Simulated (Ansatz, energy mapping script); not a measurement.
# RbCrBr3 in a distorted perovskite structure: J from the energies of magnetic orders (octahedra turned by 15°)

Aim: the exchange couplings of RbCrBr3 in a distorted perovskite structure from the energies of a few collinear orders, and the ordering temperature that they give.

Program: Ansatz 0.2.0. Level of theory: PBEsol with U = 3.32 eV on Cr d, ortho-atomic projectors; plane waves, U on orthogonalised atomic orbitals unless named otherwise, collinear spin, no spin–orbit coupling. Results are calculated unless marked as measured.

## Step 1: The structure

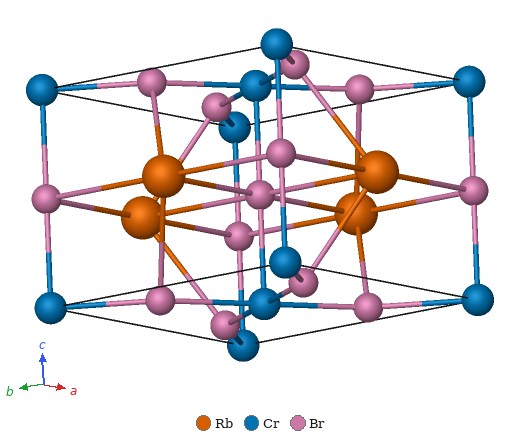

The cell as given, from a free direction (rubidium orange, chromium blue, bromine pink). Some periodic images of atoms are drawn too.

As a file:

```cif
data_structure
_symmetry_space_group_name_H-M 'P 1'
_symmetry_Int_Tables_number 1
_cell_length_a 7.1711
_cell_length_b 7.1711
_cell_length_c 5.2496
_cell_angle_alpha 90.000
_cell_angle_beta 90.000
_cell_angle_gamma 90.000
_cell_volume 269.96
loop_
_atom_site_label
_atom_site_type_symbol
_atom_site_fract_x
_atom_site_fract_y
_atom_site_fract_z
_atom_site_occupancy
Rb1 Rb 0.00000 0.50000 0.50000 1
Rb2 Rb 0.50000 0.00000 0.50000 1
Cr3 Cr 0.00000 0.00000 0.00000 1
Cr4 Cr 0.50000 0.50000 0.00000 1
Br5 Br 0.00000 0.00000 0.50000 1
Br6 Br 0.50000 0.50000 0.50000 1
Br7 Br 0.31699 0.18301 0.00000 1
Br8 Br 0.68301 0.81699 0.00000 1
Br9 Br 0.18301 0.68301 0.00000 1
Br10 Br 0.81699 0.31699 0.00000 1
```

This cell was built for the study (perovskite prototype, lattice guessed from radii), not taken from an experiment; the compound need not form in this structure.

The parent cell was relaxed beforehand in Ansatz under PBEsol with U = 3.15 eV on Cr d, ortho-atomic projectors, from parallel moments.

This cell differs from the relaxed one by: octahedra turned by 15°. The bonds from the magnetic cation to the anions keep their length, so the cell shrinks in the plane.

The U corrects the self-interaction that lets semilocal functionals spread d and f electrons too far. Its value here is typed, not computed.

## Step 2: One set of occupation matrices for all orders

A corrected shell can settle in several orbital fillings. One parallel run, with an occupation width a fifth wider than the orders use, therefore is to supply the occupation matrices. All orders start from them.

Contents of input.yaml:

```yaml
crystal:
  lattice:
    - [5.0707144329, 5.0707144329, 0.0]
    - [-5.0707144329, 5.0707144329, 0.0]
    - [0.0, 0.0, 5.24958987]
  atoms:
    - { symbol: Rb, position: [0.0, 0.5, 0.5] }
    - { symbol: Rb, position: [0.5, 0.0, 0.5] }
    - { symbol: Cr, position: [0.0, 0.0, 0.0], spin: 3.0 }
    - { symbol: Cr, position: [0.5, 0.5, 0.0], spin: 3.0 }
    - { symbol: Br, position: [0.0, 0.0, 0.5] }
    - { symbol: Br, position: [0.5, 0.5, 0.5] }
    - { symbol: Br, position: [0.316987298, 0.183012702, 0.0] }
    - { symbol: Br, position: [0.683012702, 0.816987298, 0.0] }
    - { symbol: Br, position: [0.183012702, 0.683012702, 0.0] }
    - { symbol: Br, position: [0.816987298, 0.316987298, 0.0] }
magnetization:
  spin_polarized: true
kpoints:
  mp_grid: { grid: [5, 5, 7] }
hamiltonian:
  xc: pbesol
  hubbard:
    sites: [{ species: Cr, l: d, u_eff: 3.32 }]
    projectors: ortho-atomic
scf:
  occupations: { method: fermi_dirac, width: 0.06 }
output:
  eigenvalues: true
```

Run with:

```console
> ansatz run input.yaml --threads 4 --pin off --max-ram 8192MiB --backend cpu --events-out ev --progress --plain --runs-dir out
```

Numbers of over 12 decimals in the logs are rounded to 6 here.

Output:

```text
Engine: ansatz 0.2.0, aarch64-unknown-linux-gnu
Pseudopotentials: kind: paw
Pseudopotential: Rb, paw, valence charge 9, recommended cutoff 420 eV (normal), Rb.paw.azcp
Pseudopotential: Cr, paw, valence charge 14, recommended cutoff 420 eV (normal), Cr.paw.azcp
Pseudopotential: Br, paw, valence charge 7, recommended cutoff 420 eV (normal), Br.paw.azcp
Functional definition: PBEsol
  exchange = pbesol_x
  correlation = pbesol_c
Crystal: 10 atoms, lattice volume = 269.956 Å³
Basis set: ecut = 420 eV, 5229 PW (Γ)
Bands: 57, of which v1, the nominal top of the filled ones, is band 44 counted from 1 (43 counted from 0)
Symmetry: 16 space group operations
Space group: P4/mbm (ITA 127), of the structure as read, at distance tolerance 6.5e-5 Å
Magnetic group: BNS 127.387 (UNI 1047), of the structure as read, at distance tolerance 6.5e-5 Å
k-points: 24 of 175
Non-local potential: Rb, projectors of the file, l = 0: 3, l = 1: 2, l = 2: 2
Non-local potential: Cr, projectors of the file, l = 0: 3, l = 1: 2, l = 2: 3, l = 3: 1
Non-local potential: Br, projectors of the file, l = 0: 2, l = 1: 2, l = 2: 2
PAW form: soft (Blöchl's): semilocal exchange-correlation on the pseudo side does not see the compensation charge
PAW frozen core: Rb, regenerated for the run's functional, and the local potential with it (the file was generated under x = pbe(κ = 0.804, μ = 0.219515), c = pbe(β = 0.066725))
PAW frozen core: Cr, regenerated for the run's functional, and the local potential with it (the file was generated under x = pbe(κ = 0.804, μ = 0.219515), c = pbe(β = 0.066725))
PAW frozen core: Br, regenerated for the run's functional, and the local potential with it (the file was generated under x = pbe(κ = 0.804, μ = 0.219515), c = pbe(β = 0.066725))
PAW one-centre angular grid: Rb, 110 points (default); XC on 64 Gauss nodes
PAW one-centre angular grid: Cr, 590 points (default); XC on 64 Gauss nodes
PAW one-centre angular grid: Br, 110 points (default); XC on 64 Gauss nodes
Initial density: superposition of atomic densities (chi_scale 0.1, normalization cell, long waves kept (reshape's long-wave potential 0.00 eV rms))
Starting moments: Σ|m| = 6 μB on 2 of 10 sites
Initial wavefunctions: pseudopotential atomic-orbital guess
Functional: x = pbesol(κ = 0.804, μ = 0.123457), c = pbesol(β = 0.046)
SCF iter   1: F=—  HF=-29559.312300 eV  |F-HF|=—  |Δ(HF+E_count)|=         —  Δρ=4.21e-2 (↑4.21e-2 ↓2.04e-2)  dr2=6.80e0  dr2_m=1.64e0  M=8.000 μB ∫|m|=8.718 μB  β_m=1.00  ethr=3.10e-3  ⟨swp⟩=9.5  Hψ=12807  notcnv=0  defer=15
preconditioner: auto → Kerker (q_TF=auto, 2.263 Å⁻¹)  [metal: Δε(μ)=0.060 eV  Ē_g=10.197 eV  σ=0.060 eV  W_gap=0.24  n_scr=46 (ndim 8)  ℏωp=18.6 eV  f_vac=0.000  D(μ)=1.55/eV (n_scr^D=4)]
[...]
Symmetry: 8 space group operations
k-points: 36 of 175
[...]
Starting moments: Σ|m| = 6 μB on 2 of 10 sites; this step starts from the density that it was given
[...]
spin=Collinear: Kerker preconditioning applied to the charge; magnetization (m = ρ↑ − ρ↓) channel mixes plain (no charge-response kernel on spin).
[...]
an SCF along what the orbitals of the run's state read of its open shells (or to have them read: on a GPU, or by another smearing), with 8 of the crystal's symmetry operations given up (36 k-points in place of 24), reached no lower state that the run goes on to. This is no proof of a minimum
[...]
spin=Collinear: Kerker preconditioning applied to the charge; magnetization (m = ρ↑ − ρ↓) channel mixes plain (no charge-response kernel on spin).
[...]
an SCF along what the orbitals of the run's state read of its open shells (or to have them read: on a GPU, or by another smearing), with 8 of the crystal's symmetry operations given up (36 k-points in place of 24), reached no lower state that the run goes on to. This is no proof of a minimum
SCF converged after 16 iterations
Magnetization: 8.0000 μB (48.0000 up, 40.0000 down)
Absolute magnetization: 8.8957 μB (∫|ρ↑−ρ↓|, with the PAW one-centre terms)
Spin contamination: 0.2625 ħ² per cell (⟨S²⟩ above its minimum at these occupations)
Per-site moments (μB) at R_I (Å): [(0.0023087, 1.326065), (0.0023087, 1.326065), (3.715086, 1.082728), (3.715086, 1.082728), (-0.049453, 1.082728), (-0.049453, 1.082728), (-0.061793, 1.082728), (-0.061793, 1.082728), (-0.061793, 1.082728), (-0.061793, 1.082728)]
Free energy (F): -29558.829005 eV
Harris-Foulkes:  -29558.829005 eV  (|F-HF|=6.04e-9)
Internal energy: -29558.810475 eV  (E = F + TS)
E sigma→0 (E₀):  -29558.819740 eV
Entropy (-TS):   -0.018530 eV (-1.853 meV/atom)
Fermi energy:    5.757928 eV
--- Per-component energies (eV) ---
  E_band       = -808.894934
  E_kinetic    = 1876.944605
  E_local      = -6885.780789  (includes V_loc(G=0)·N_el)
  E_nonlocal   = 949.658601
  E_hartree    = 2575.358120
  E_xc         = -2104.440034
  E_vxc        = -1249.984293  (∫ρ·V_xc dr)
  E_hubbard    = 2.433913  (on-site DFT+U / exact-exchange correction)
  E_vhub       = -10.911823  (the Hubbard potential's part of the band-sum identity)
  E_paw        = -20701.480953  (= ΣΔE_a)
  E_vpaw       = -639.537275  (= ΣTr[D̂ρ^β])
  E_aug_tail   = 0.000715  (compensation charges beyond the density's cutoff)
  E_ewald      = -5272.625617
  E_core_change = 1.120962  (= ΣΔE_core)
  E_smearing   = -0.018530  (= −TS)
  E_closure    = -0.000000  (closes the sum)
  Σ components = -29558.829005   (vs F -29558.829005, Δ=0.00e0)
--- Band table (eV; the first three rows and the last of 48) ---
  k-point 0 ↑: bands = [... 40 lower, 3.8280, 3.9799, 4.1741, 4.1741, 4.2116, 4.2116, 4.6014, 4.7468, ... 9 higher]
  k-point 1 ↑: bands = [... 40 lower, 3.8050, 3.8505, 4.1358, 4.1358, 4.2707, 4.2707, 4.8283, 5.0629, ... 9 higher]
  k-point 2 ↑: bands = [... 40 lower, 4.0276, 4.0276, 4.1887, 4.1887, 4.3335, 4.3335, 4.8452, 5.5577, ... 9 higher]
  k-point 23 ↓: bands = [... 40 lower, 9.3210, 9.4234, 9.9918, 10.0019, 10.0325, 10.0418, 10.1663, 10.2320, ... 9 higher]
Occupation matrices written to <dir>
```

Elapsed: 97 s, on 4 threads of Arm Neoverse V2, shared host; peak memory 2.8 GiB; 6.3 min of CPU time.

Reading the cycles: dr2 is the Hartree energy of the density residual (eV), the measure of convergence; HF is the Harris–Foulkes estimate of the energy, which meets the free energy F at convergence.

Numbers from this step:

* final state: ferromagnetic
* electrons in the corrected shells: 4.753, 4.753 e
* largest moment: 3.715 μB

## Step 3: Run 1 (parallel; cell A, 10 atoms)

Each cell gets its own parallel run on the same mesh, so that most of the mesh error cancels in the differences.

This run holds the same structure in another cell (a 7.171 → 5.250 Å, c 5.250 → 7.171 Å).

Contents of input.yaml:

```yaml
crystal:
  lattice:
    - [0.0, 0.0, 5.24958987]
    - [5.0707144329, 5.0707144329, 0.0]
    - [-5.0707144329, 5.0707144329, 0.0]
  atoms:
    - { symbol: Rb, position: [0.5, 0.0, 0.5] }
    - { symbol: Rb, position: [0.5, 0.5, 0.0] }
    - { symbol: Cr, position: [0.0, 0.0, 0.0], spin: 3.0 }
    - { symbol: Cr, position: [0.0, 0.5, 0.5], spin: 3.0 }
    - { symbol: Br, position: [0.5, 0.0, 0.0] }
    - { symbol: Br, position: [0.5, 0.5, 0.5] }
    - { symbol: Br, position: [0.0, 0.316987298, 0.183012702] }
    - { symbol: Br, position: [0.0, 0.683012702, 0.816987298] }
    - { symbol: Br, position: [0.0, 0.183012702, 0.683012702] }
    - { symbol: Br, position: [0.0, 0.816987298, 0.316987298] }
magnetization:
  spin_polarized: true
kpoints:
  mp_grid: { grid: [7, 5, 5] }
hamiltonian:
  xc: pbesol
  hubbard:
    sites:
      - { species: Cr, l: d, u_eff: 3.32 }
      - { site: 2, l: d, u_eff: 3.32, starting_ns: [{ spin: up, occupation_matrix: cr3_major }, { spin: down, occupation_matrix: cr3_minor }] }
      - { site: 3, l: d, u_eff: 3.32, starting_ns: [{ spin: up, occupation_matrix: cr4_major }, { spin: down, occupation_matrix: cr4_minor }] }
    projectors: ortho-atomic
    occupation_matrices:
      cr3_major:
        matrix:
          - [0.719, 0.0, 0.0, 0.0, 0.0]
          - [0.0, 0.995, 0.0, 0.0, 0.0]
          - [0.0, 0.0, 0.995, 0.0, 0.0]
          - [0.0, 0.0, 0.0, 0.792, 0.125]
          - [0.0, 0.0, 0.0, 0.125, 0.914]
      cr3_minor:
        matrix:
          - [0.113, 0.0, 0.0, 0.0, 0.0]
          - [0.0, 0.037, 0.0, 0.0, 0.0]
          - [0.0, 0.0, 0.037, 0.0, 0.0]
          - [0.0, 0.0, 0.0, 0.1, -0.032]
          - [0.0, 0.0, 0.0, -0.032, 0.052]
      cr4_major:
        matrix:
          - [0.719, 0.0, 0.0, 0.0, 0.0]
          - [0.0, 0.995, 0.0, 0.0, 0.0]
          - [0.0, 0.0, 0.995, 0.0, 0.0]
          - [0.0, 0.0, 0.0, 0.792, -0.125]
          - [0.0, 0.0, 0.0, -0.125, 0.914]
      cr4_minor:
        matrix:
          - [0.113, 0.0, 0.0, 0.0, 0.0]
          - [0.0, 0.037, 0.0, 0.0, 0.0]
          - [0.0, 0.0, 0.037, 0.0, 0.0]
          - [0.0, 0.0, 0.0, 0.1, 0.032]
          - [0.0, 0.0, 0.0, 0.032, 0.052]
scf:
  occupations: { method: fermi_dirac, width: 0.05 }
output:
  eigenvalues: true
```

Output:

```text
[...]
Crystal: 10 atoms, lattice volume = 269.956 Å³
Basis set: ecut = 420 eV, 5229 PW (Γ)
Bands: 57, of which v1, the nominal top of the filled ones, is band 44 counted from 1 (43 counted from 0)
Symmetry: 16 space group operations
[...]
k-points: 24 of 175
[...]
Starting moments: Σ|m| = 6 μB on 2 of 10 sites
[...]
SCF iter   1: F=—  HF=-29559.868713 eV  |F-HF|=—  |Δ(HF+E_count)|=         —  Δρ=4.03e-2 (↑4.03e-2 ↓2.11e-2)  dr2=6.05e0  dr2_m=1.63e0  M=8.000 μB ∫|m|=8.718 μB  β_m=1.00  ethr=3.10e-3  ⟨swp⟩=9.8  Hψ=12890  notcnv=0  defer=13
[...]
SCF iter  11: F=—  HF=-29558.825099 eV  |F-HF|=—  |Δ(HF+E_count)|=   1.41e-3  Δρ=6.94e-5 (↑6.94e-5 ↓3.84e-5)  dr2=2.64e-5  dr2_m=8.87e-7  M=8.000 μB ∫|m|=8.906 μB  β_m=0.30  ethr=1.07e-7  ⟨swp⟩=2.0  Hψ=4812  notcnv=0  defer=199
[...]
spin-set hold released at iteration 11 (site moments contracting): the magnetisation degrees of freedom join the quasi-Newton model from the next iteration; the mixer history was flushed
SCF iter  12: F=—  HF=-29558.825640 eV  |F-HF|=—  |Δ(HF+E_count)|=   5.41e-4  Δρ=5.40e-5 (↑5.40e-5 ↓2.44e-5)  dr2=1.07e-5  dr2_m=2.07e-6  M=8.000 μB ∫|m|=8.907 μB  β_m=0.65  ethr=3.01e-8  ⟨swp⟩=2.0  Hψ=4205  notcnv=0  defer=199
[...]
SCF iter  16: F=-29558.826193 eV  HF=-29558.826193 eV  |F-HF|=9.93e-10  |Δ(HF+E_count)|=   1.26e-7  Δρ=1.39e-6 (↑1.39e-6 ↓1.29e-6)  dr2=5.75e-8  dr2_m=4.65e-10  M=8.000 μB ∫|m|=8.908 μB  ethr=1.14e-10  ⟨swp⟩=11.9  Hψ=11614  notcnv=0
SCF 1 converged in 16 iterations: F = -29558.826193 eV  dr2 = 5.75e-8
[...]
SCF converged after 16 iterations
Magnetization: 8.0000 μB (48.0000 up, 40.0000 down)
Absolute magnetization: 8.8963 μB (∫|ρ↑−ρ↓|, with the PAW one-centre terms)
[...]
Per-site moments (μB) at R_I (Å): [(0.00231216, 1.326065), (0.00231216, 1.326065), (3.715182, 1.082728), (3.715182, 1.082728), (-0.049541, 1.082728), (-0.049541, 1.082728), (-0.061813, 1.082728), (-0.061813, 1.082728), (-0.061813, 1.082728), (-0.061813, 1.082728)]
Free energy (F): -29558.826193 eV
[...]
Internal energy: -29558.813489 eV  (E = F + TS)
E sigma→0 (E₀):  -29558.819841 eV
Entropy (-TS):   -0.012704 eV (-1.270 meV/atom)
Fermi energy:    5.759342 eV
[...]
--- Specified on-site occupations, and those of the state reported ---
  electrons in the specified blocks: 9.5080 specified, 9.5061 found
  site 2 (l=d) ↑: largest change of an orbital's occupation 0.0014; electrons 4.4150 specified, 4.4144 found; spectral distance 0.0020
[...]
site 3 (l=d) ↓: largest change of an orbital's occupation 0.0005; electrons 0.3390 specified, 0.3387 found; spectral distance 0.0002
[...]
--- Band table (eV; the first three rows and the last of 48) ---
  k-point 0 ↑: bands = [... 40 lower, 3.8289, 3.9798, 4.1743, 4.1743, 4.2116, 4.2116, 4.6041, 4.7494, ... 9 higher]
  k-point 1 ↑: bands = [... 40 lower, 3.7161, 3.9765, 3.9970, 4.1896, 4.2025, 4.2478, 4.6666, 4.7418, ... 9 higher]
  k-point 2 ↑: bands = [... 40 lower, 3.8740, 3.9946, 4.1233, 4.1567, 4.1765, 4.2459, 4.7020, 4.7220, ... 9 higher]
  k-point 23 ↓: bands = [... 40 lower, 9.3218, 9.4242, 9.9919, 10.0020, 10.0341, 10.0437, 10.1663, 10.2320, ... 9 higher]
Occupation matrices written to <dir>
```

Wall time 16 s (4 threads); peak memory 1.1 GiB.

Spin moment in the sphere by atom:

| atom | spin moment in the sphere (μB) |
| --- | --- |
| Rb1 | 0.00 |
| Rb2 | 0.00 |
| Cr3 | 3.72 |
| Cr4 | 3.72 |
| Br5 | -0.05 |
| Br6 | -0.05 |
| Br7 | -0.06 |
| Br8 | -0.06 |
| Br9 | -0.06 |
| Br10 | -0.06 |

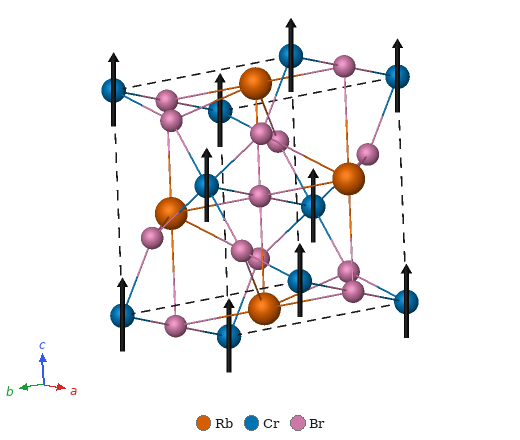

Spin moment in the sphere as arrows, the longest 3.72 μB. Up and down stand for the sign. Arrows give size and sign along the axis of quantisation, drawn up and down the page. Some periodic images of atoms are drawn too.

The run ends ferromagnetic.

(Continued in part 2 of 2.)

[Logs and program files are shortened in this print: banners, set-up blocks, solver, clock and traceback lines can be left out without a mark of their own.]

[Logs are printed without paths, hosts, clocks, repeated set-up lines and the standing remarks that a program may print on its own settings, such as how far it seeks lower states.]

[Hosts, paths, dates, database ids (printed as entryN), source tags and the programs' standing remarks are cut or masked in the printed files.]

[Where a cell is said to come from a database of computed structures, the database is the Materials Project.]
